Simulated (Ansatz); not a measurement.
```xyz
8

Si   -0.8300    1.6472    0.1456
S     0.9769    0.7230    0.8226
Si    0.6140   -1.2379    0.0966
Cl   -1.1073   -2.0387    0.8792
H    -1.2425    1.0524   -1.1584
H    -0.5317    3.0984    0.0015
H     0.4527   -1.2369   -1.3733
H     1.7601   -2.0646    0.5303
```

Geometry: PBE0-D4/def2-TZVP.

Method: isolated molecule in a Gaussian basis; Hartree-Fock in Ansatz.

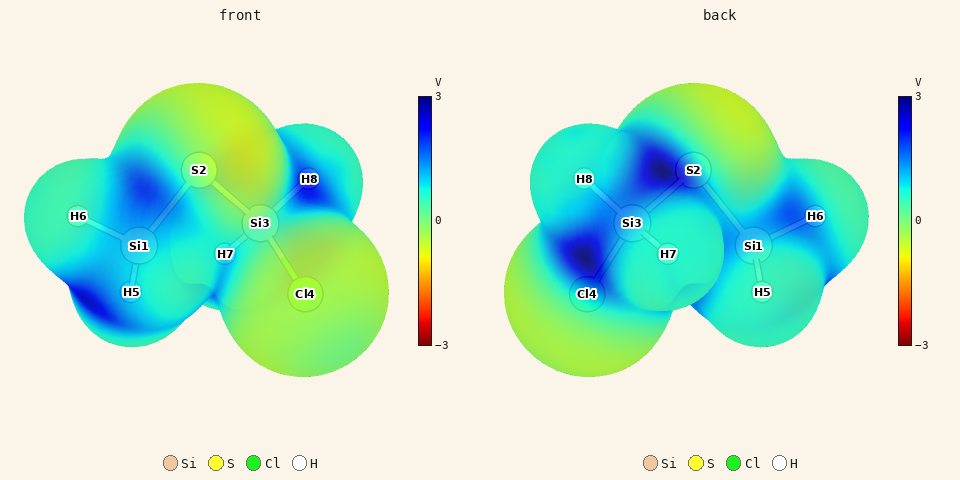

ClH4SSi2 (SMILES [SiH2]S[SiH2]Cl) (doublet). The electrostatic potential painted on the density surface at 0.004 e/bohr³, seen from the front and from behind; red is negative and blue positive.

Where is the surface potential most negative and most positive?

Answer. The most negative region (about −0.8 V) lies over S2, the most positive (about +2.8 V) over Si3.

How polar is the molecule by this calculation?

Answer. Its dipole moment is 1.09 D.
